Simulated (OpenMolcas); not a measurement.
Ag³⁺ complex: multiconfigurational calculation

- system: Ag³⁺ with 6 ligands (H2O and F; tetragonal octahedron, 2.11 Å), with no charges around it.
- method: state-averaged CASSCF, active space 8 electrons in the shell 4d, basis ANO-RCC-VTZP on the metal and ANO-RCC-VDZP on the ligands, DKH2 scalar Hamiltonian, spin-orbit coupling by RASSI with atomic mean-field integrals (OpenMolcas)

## Key numbers

- outcome: converged
- energy of the lowest spin-free term: −5815.06673 hartree
- energy of the lowest spin-orbit level: −5815.06851 hartree
- largest spread among components of a term: 0.0 cm⁻¹
- hardware: 1 thread of Arm Neoverse V1, 24 GiB of memory available, shared host
- wall time: 74 s
- peak memory: 0.4 GiB

## Notes

Without dynamic correlation the splittings between terms come out too large, often by 20 to 50 %. Caveats: covalent bonds, ligand orbitals missing from the active space; distances are set from ionic radii, not optimised.

## The input
```
&GATEWAY
Coord
15

Ag 0.0 0.0 0.0
O 2.110000 0.000000 0.000000
H 2.686978 0.779741 0.000000
H 2.686978 -0.779741 0.000000
O 0.000000 2.110000 0.000000
H 0.000000 2.686978 0.779741
H 0.000000 2.686978 -0.779741
O -2.110000 0.000000 0.000000
H -2.686978 0.779741 0.000000
H -2.686978 -0.779741 0.000000
O 0.000000 -2.110000 0.000000
H 0.000000 -2.686978 0.779741
H 0.000000 -2.686978 -0.779741
F 0.000000 0.000000 2.059360
F 0.000000 0.000000 -2.059360
Basis=Ag.ANO-RCC-VTZP,F.ANO-RCC-VDZP,H.ANO-RCC-VDZP,O.ANO-RCC-VDZP
Group=XYZ
NoMove
AngMom=0.0 0.0 0.0
AMFI
RICD
&SEWARD
&RASSCF
FileOrb=start.orb
Symmetry=1
Spin=3
nActEl=8 0 0
Inactive=24 24
Ras2=5 0
CIRoot=10 10 1
SDav=10
CIMx=300
Iter=150 100
PrWF=0.3
OrbListing=Nothing
MaxOrb=0
LevShft=1.0
>>> COPY $Project.JobIph JOB001
&RASSCF
FileOrb=start.orb
Symmetry=1
Spin=1
nActEl=8 0 0
Inactive=24 24
Ras2=5 0
CIRoot=15 15 1
SDav=15
CIMx=300
Iter=150 100
PrWF=0.3
OrbListing=Nothing
MaxOrb=0
LevShft=1.0
>>> COPY $Project.JobIph JOB002
&RASSI
NrOfJobIphs=2 10 15
1 2 3 4 5 6 7 8 9 10
1 2 3 4 5 6 7 8 9 10 11 12 13 14 15
IphNames
JOB001
JOB002
EJob
SpinOrbit
DIPRint=1.0
SOCoupling=1000.0
Subsets=2
Property=9
'ANGMOM' 1 'ANGMOM' 2 'ANGMOM' 3 'MLTPL  1' 1 'MLTPL  1' 2 'MLTPL  1' 3
'AMFI' 1 'AMFI' 2 'AMFI' 3
SOProperty=3
'ANGMOM' 1 'ANGMOM' 2 'ANGMOM' 3
```

The file start.orb holds starting orbitals from an earlier step. A driver script formed the levels outside the program, from RASSI's spin-orbit matrix and the active-space energies, averaged over the components of each term or state.

Launched with:
```bash
OMP_NUM_THREADS=1 MOLCAS_MEM=2457 MOLCAS_PROJECT=a pymolcas a.inp > a.log  # once for each step of the input, in one work folder
```

## The program's output (extracts)
```
--- SEWARD ---
Basis set label: AG.ANO-RCC...7S6P4D2F1G.

      Electronic valence basis set:
      ------------------
      Associated Effective Charge  47.000000 au
      Associated Actual Charge     47.000000 au
      Nuclear Model: Point charge

      Shell  nPrim  nBasis  Cartesian Spherical Contaminant
         s      21       7        X
         p      18       6        X
         d      13       4                 X
         f       6       2                 X
         g       4       1                 X
                  Relativistic Douglas-Kroll-Hess integrals:
                    - DKH order of Hamiltonian: 2
                    - DKH order of Properties : 0
                  Atomic mean-field integrals
--- RASSCF ---
Wave function specifications:
      -----------------------------

      Number of closed shell electrons          96
      Number of electrons in active shells       8
      Max number of holes in RAS1 space          0
      Max nr of electrons in RAS3 space          0
      Number of inactive orbitals               48
      Number of active orbitals                  5
      Number of secondary orbitals             139
      Spin quantum number                      1.0
      State symmetry                             1
Orbital specifications:
      -----------------------

      Symmetry species                           1   2
                                                ag  au
      Frozen orbitals                            0   0
      Inactive orbitals                         24  24
      Active orbitals                            5   0
      RAS1 orbitals                              0   0
      RAS2 orbitals                              5   0
      RAS3 orbitals                              0   0
      Secondary orbitals                        69  70
      Deleted orbitals                           0   0
      Number of basis functions                 98  94
      Number of CSFs                            10
      Number of root(s) required                10
      Iter CI   SX   CI       RASSCF       Energy    max ROT     max BLB   max BLB  Level Ln srch  Step   QN
          iter iter root      energy       change     param      element    value   shift minimum  type update
 Nr of preliminary CI iterations:   1
      Total energies have been shifted. Add                -5000.00 au
        1   1   12    0  -814.56869309    0.00E+00  -9.80E-02   27  33 1  4.27E-01*  1.51   0.00    SX    NO
        2   1   13    0  -814.86430121   -2.96E-01* -9.82E-02   27  48 1  9.94E-02*  1.27   0.00    SX    NO
        3   1   12    0  -814.92049784   -5.62E-02* -7.68E-02   22  34 2  3.98E-02*  1.20   0.00    SX    NO
        4   1   12    0  -814.93748299   -1.70E-02* -5.61E-02   22  27 1  2.56E-02*  1.16   0.00    SX    NO
        5   1   11    0  -814.94470012   -7.22E-03* -6.70E-02   22  27 1  1.94E-02*  1.14   2.50    LS   YES
        6   1   11    0  -814.94986623   -5.17E-03* -4.67E-02   22  27 1  1.15E-02*  1.11   1.81    LS   YES
        7   1   11    0  -814.95116120   -1.29E-03*  3.15E-02   27  33 1 -1.62E-02*  1.08   1.17    QN   YES
        8   1   11    0  -814.95303308   -1.87E-03*  4.10E-02   22  34 2 -1.07E-02*  1.08   2.50    LS   YES
        9   1   11    0  -814.95423873   -1.21E-03* -2.23E-02   22  34 2 -7.82E-03*  1.07   1.40    QN   YES
       10   1   11    0  -814.95478763   -5.49E-04* -1.60E-02   22  34 2 -4.66E-03*  1.06   1.75    LS   YES
        ...
       28   1    7    0  -814.95535580    1.20E-08* -1.12E-04    8  35 1  1.03E-04*  1.05   0.24    QN   YES
       29   1    6    0  -814.95535582   -2.46E-08* -9.96E-05    8  35 1  4.38E-05   1.05   1.37    QN   YES
       30   1    5    0  -814.95535583   -1.12E-08*  1.06E-04   24  28 1  1.16E-05   1.05   1.53    QN   YES
       31   1    5    0  -814.95535583   -1.86E-09   1.59E-04    6  33 1 -1.36E-05   1.05   2.50    LS   YES
      Convergence after 31 iterations
       32   1    5    0  -814.95535583   -1.31E-10   1.59E-04    8  35 1 -2.55E-05   1.05   2.50    LS   YES
      Natural orbitals and occupation numbers for root  1
      sym 1:   2.000000   2.000000   2.000000   1.000000   1.000000
      Natural orbitals and occupation numbers for root  2
      sym 1:   1.000024   1.999976   1.000024   1.999976   2.000000
      Natural orbitals and occupation numbers for root  3
      sym 1:   1.989569   1.989569   1.010431   1.010431   2.000000
::    RASSCF root number  1 Total energy:  -5815.06673306
::    RASSCF root number  2 Total energy:  -5814.99858835
::    RASSCF root number  3 Total energy:  -5814.99628206
::    RASSCF root number  4 Total energy:  -5814.99037877
::    RASSCF root number  5 Total energy:  -5814.96114678
::    RASSCF root number  6 Total energy:  -5814.95546008
::    RASSCF root number  7 Total energy:  -5814.92895132
::    RASSCF root number  8 Total energy:  -5814.88812539
::    RASSCF root number  9 Total energy:  -5814.88491930
::    RASSCF root number 10 Total energy:  -5814.88297323
--- RASSCF ---
Wave function specifications:
      -----------------------------

      Number of closed shell electrons          96
      Number of electrons in active shells       8
      Max number of holes in RAS1 space          0
      Max nr of electrons in RAS3 space          0
      Number of inactive orbitals               48
      Number of active orbitals                  5
      Number of secondary orbitals             139
      Spin quantum number                      0.0
      State symmetry                             1
Orbital specifications:
      -----------------------

      Symmetry species                           1   2
                                                ag  au
      Frozen orbitals                            0   0
      Inactive orbitals                         24  24
      Active orbitals                            5   0
      RAS1 orbitals                              0   0
      RAS2 orbitals                              5   0
      RAS3 orbitals                              0   0
      Secondary orbitals                        69  70
      Deleted orbitals                           0   0
      Number of basis functions                 98  94
      Number of CSFs                            15
      Number of root(s) required                15
      Iter CI   SX   CI       RASSCF       Energy    max ROT     max BLB   max BLB  Level Ln srch  Step   QN
          iter iter root      energy       change     param      element    value   shift minimum  type update
 Nr of preliminary CI iterations:   1
      Total energies have been shifted. Add                -5000.00 au
        1   1   11    0  -814.89969323    0.00E+00   1.38E-02   25  31 1 -7.87E-03*  1.05   0.00    SX    NO
        2   1   11    0  -814.90048551   -7.92E-04* -1.15E-02   25  31 1 -6.21E-03*  1.05   0.00    SX    NO
        3   1   11    0  -814.90099375   -5.08E-04* -1.02E-02   25  31 1 -4.32E-03*  1.04   0.00    SX    NO
        4   1   11    0  -814.90134405   -3.50E-04* -8.92E-03   23  26 1 -3.78E-03*  1.04   0.00    SX    NO
        5   1   10    0  -814.90159352   -2.49E-04* -4.50E-02   23  26 1 -3.34E-03*  1.03   2.50    QN   YES
        6   1   10    0  -814.90225282   -6.59E-04* -1.11E-02   22  34 2 -1.67E-03*  1.02   1.21    QN   YES
        7   1    9    0  -814.90229516   -4.23E-05* -5.86E-03   20  30 1 -1.08E-03*  1.02   1.44    QN   YES
        8   1    9    0  -814.90231475   -1.96E-05* -5.20E-03   25  31 1  5.78E-04*  1.01   1.90    LS   YES
        9   1    9    0  -814.90232046   -5.72E-06*  2.24E-03   26  32 1  4.89E-04*  1.01   1.02    QN   YES
       10   1    9    0  -814.90232829   -7.83E-06*  2.06E-03   26  32 1  2.79E-04*  1.01   1.93    LS   YES
       11   1    9    0  -814.90233064   -2.36E-06*  6.36E-04   19  32 2 -2.19E-04*  1.01   1.01    QN   YES
       12   1    8    0  -814.90233152   -8.72E-07*  9.51E-04   25  31 1 -2.01E-04*  1.01   2.50    LS   YES
       13   1    9    0  -814.90233201   -4.93E-07* -9.26E-04   12  44 2  4.30E-04*  1.01   1.00    QN   YES
       14   1    8    0  -814.90233267   -6.62E-07* -5.99E-04   26  32 1 -1.09E-04*  1.01   1.40    QN   YES
       15   1    7    0  -814.90233282   -1.48E-07*  2.51E-04   24  33 2  5.06E-05   1.01   1.50    QN   YES
       16   1    7    0  -814.90233286   -4.63E-08* -1.44E-04   25  31 1  4.60E-05   1.01   1.62    QN   YES
       17   1    6    0  -814.90233289   -2.12E-08*  8.97E-05   28  33 1 -1.64E-05   1.01   1.40    QN   YES
       18   1    6    0  -814.90233289   -7.28E-09   6.89E-05   23  47 1  9.53E-06   1.01   1.62    QN   YES
      Convergence after 18 iterations
       19   1    6    0  -814.90233290   -2.55E-09   6.89E-05   25  31 1 -1.18E-05   1.01   1.62    QN   YES
      Natural orbitals and occupation numbers for root  1
      sym 1:   1.988858   1.997255   1.917633   1.997621   0.098633
      Natural orbitals and occupation numbers for root  2
      sym 1:   1.999953   1.996166   0.969559   1.996770   1.037552
      Natural orbitals and occupation numbers for root  3
      sym 1:   1.995803   1.995803   2.000000   1.004197   1.004197
::    RASSCF root number  1 Total energy:  -5815.03365831
::    RASSCF root number  2 Total energy:  -5815.01525305
::    RASSCF root number  3 Total energy:  -5814.95555525
::    RASSCF root number  4 Total energy:  -5814.94892724
::    RASSCF root number  5 Total energy:  -5814.94702827
::    RASSCF root number  6 Total energy:  -5814.93008080
::    RASSCF root number  7 Total energy:  -5814.92201029
::    RASSCF root number  8 Total energy:  -5814.91915010
::    RASSCF root number  9 Total energy:  -5814.86524213
::    RASSCF root number 10 Total energy:  -5814.86459125
::    RASSCF root number 11 Total energy:  -5814.86370192
::    RASSCF root number 12 Total energy:  -5814.84654875
::    RASSCF root number 13 Total energy:  -5814.84433489
::    RASSCF root number 14 Total energy:  -5814.83272675
::    RASSCF root number 15 Total energy:  -5814.74618444
--- RASSI ---
SPIN-FREE ENERGIES:
  (Shifted by EMIN (a.u.) =      -5815.0667330626)

 SF State       Relative EMIN(au)   Rel lowest level(eV)    D:o, cm**(-1)

     1             0.0000000000        0.0000000000              0.0000
    11             0.0330747552        0.9000099390           7259.0697
    12             0.0514800111        1.4008424651          11298.5565
     2             0.0681447163        1.8543121968          14956.0365
     3             0.0704510069        1.9170695608          15462.2088
     4             0.0763542964        2.0777062496          16757.8310
     5             0.1055862781        2.8731489951          23173.5095
    13             0.1111778092        3.0253023084          24400.7087
     6             0.1112729791        3.0278920125          24421.5961
    14             0.1178058242        3.2056597831          25855.3898
    15             0.1197047897        3.2573332683          26272.1646
    16             0.1366522656        3.7184975800          29991.7056
     7             0.1377817472        3.7492323398          30239.5982
    17             0.1447227706        3.9381072097          31762.9767
    18             0.1475829685        4.0159371598          32390.7176
     8             0.1786076719        4.8601623460          39199.8529
     9             0.1818137604        4.9474044591          39903.5080
    10             0.1837598374        5.0003599119          40330.6226
    19             0.2014909372        5.4828477172          44222.1492
    20             0.2021418117        5.5005589145          44364.9996
    21             0.2030311430        5.5247588518          44560.1853
    22             0.2201843117        5.9915203503          48324.8706
    23             0.2223981784        6.0517627333          48810.7582
    24             0.2340063104        6.3676360960          51358.4487
    25             0.3205486203        8.7225723187          70352.2903
     Dipole printing threshold changed to   1.00000000E+00
Eigenvalues of complex Hamiltonian:
   -----------------------------------
  (Shifted by EMIN (a.u.) =      -5815.0667330626)

 SO State       Relative EMIN(au)   Rel lowest level(eV)    D:o, cm**(-1)

     1            -0.0017776199        0.0000000000              0.0000
     2            -0.0017477260        0.0008134546              6.5610
     3            -0.0016576005        0.0032658952             26.3412
     4             0.0304199893        0.8761415803           7066.5584
     5             0.0473447230        1.3366870444          10781.1081
     6             0.0634440217        1.7747712819          14314.4958
     7             0.0641333843        1.7935297939          14465.7934
     8             0.0656830498        1.8356983391          14805.9056
     9             0.0690070081        1.9261478527          15535.4301
    10             0.0736391206        2.0521940543          16552.0613
    11             0.0743057040        2.0703327137          16698.3595
    12             0.0768972878        2.1408533009          17267.1464
    13             0.0777022051        2.1627562168          17443.8053
    14             0.0782622196        2.1779949865          17566.7143
    15             0.1008990639        2.7939748999          22534.9273
    16             0.1013811421        2.8070929185          22640.7313
    17             0.1051411115        2.9094068963          23465.9492
    18             0.1091249396        3.0178123825          24340.2984
    19             0.1129778449        3.1226552764          25185.9133
    20             0.1146315243        3.1676541842          25548.8540
    21             0.1155962593        3.1939059607          25760.5889
    22             0.1173162954        3.2407105276          26138.0931
    23             0.1192636659        3.2937011795          26565.4916
    24             0.1294333851        3.5704333370          28797.4870
    25             0.1385899146        3.8195951970          30807.1129
    26             0.1387480871        3.8238992891          30841.8277
    27             0.1426981888        3.9313870340          31708.7749
    28             0.1446064826        3.9833143528          32127.5969
    29             0.1457837172        4.0153485384          32385.9701
    30             0.1789656076        4.9182737758          39668.5532
    31             0.1790262584        4.9199241681          39681.8645
    32             0.1808866679        4.9705484877          40090.1772
    33             0.1823782692        5.0111370274          40417.5459
    34             0.1826491985        5.0185093880          40477.0080
    35             0.1835002822        5.0416685571          40663.7993
    36             0.1845226151        5.0694876511          40888.1754
    37             0.1848125250        5.0773765010          40951.8033
    38             0.1850300961        5.0832969134          40999.5546
    39             0.2025196640        5.5592123007          44838.0711
    40             0.2035674261        5.5877233605          45068.0283
    41             0.2046553647        5.6173276788          45306.8032
Weights of the five most important spin-orbit-free states for each spin-orbit state.

 SO State  Total energy (au)           Spin-free states, spin, and weights
 -------------------------------------------------------------------------------------------------------
    1        -0.001778       1 1.0  0.9788    2 1.0  0.0116    3 1.0  0.0059   14 0.0  0.0014    5 1.0  0.0014
    2        -0.001748       1 1.0  0.9796    2 1.0  0.0116    4 1.0  0.0054   13 0.0  0.0013   17 0.0  0.0010
    3        -0.001658       1 1.0  0.9818    3 1.0  0.0068    4 1.0  0.0061   15 0.0  0.0035    5 1.0  0.0010
    4         0.030420      11 0.0  0.9459    3 1.0  0.0311    4 1.0  0.0209    5 1.0  0.0009   10 1.0  0.0005
    5         0.047345      12 0.0  0.8676    2 1.0  0.1155    5 1.0  0.0081    6 1.0  0.0059    3 1.0  0.0011
    6         0.063444       2 1.0  0.4118    3 1.0  0.3478    4 1.0  0.1558   12 0.0  0.0583    6 1.0  0.0118
    7         0.064133       2 1.0  0.5761    3 1.0  0.4039   14 0.0  0.0086    7 1.0  0.0048    5 1.0  0.0031
    8         0.065683       2 1.0  0.7887    4 1.0  0.1845   13 0.0  0.0130    6 1.0  0.0046    1 1.0  0.0040
    9         0.069007       3 1.0  0.8396    4 1.0  0.1327   15 0.0  0.0099    1 1.0  0.0094    6 1.0  0.0048
   10         0.073639       3 1.0  0.5731    2 1.0  0.3959    1 1.0  0.0165    7 1.0  0.0069    5 1.0  0.0033
   11         0.074306       3 1.0  0.5908    2 1.0  0.3052   12 0.0  0.0278   11 0.0  0.0264    4 1.0  0.0215
   12         0.076897       4 1.0  0.8371    3 1.0  0.1389    5 1.0  0.0147    6 1.0  0.0035   15 0.0  0.0024
```

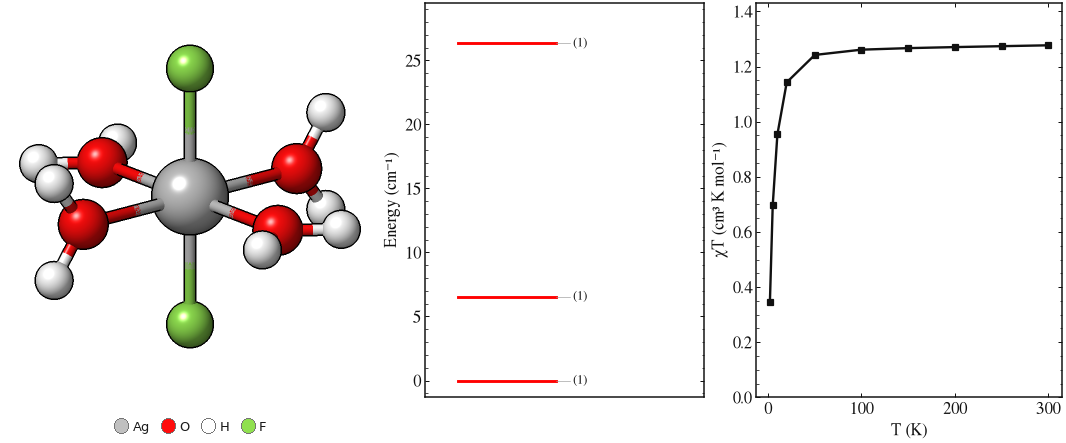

Ag³⁺ (4d⁸) with 6 ligands, H₂O with axial F⁻, at 2.11 Å (arrangement: tetragonal octahedron, Ci), axial distortion 0.976, and its levels and susceptibility. Labels give the representation in O, Td, D4 or D3 as the site allows (double group for half-integer spin) where it could be assigned and, in brackets, the degeneracy; spin-free states, where drawn, share the zero of the spin-orbit levels. Powder susceptibility by Van Vleck's formula. The ground level is non-degenerate, 100 % from states of spin multiplicity 3. The next level lies at 6.6 cm⁻¹. χT is 0.347 cm³ K mol⁻¹ at 2 K and 1.28 at 300 K, an effective moment of 3.20 μB. The active orbitals hold 68 to 94 % metal character (Löwdin), and the Mulliken charge of the metal is +2.01.
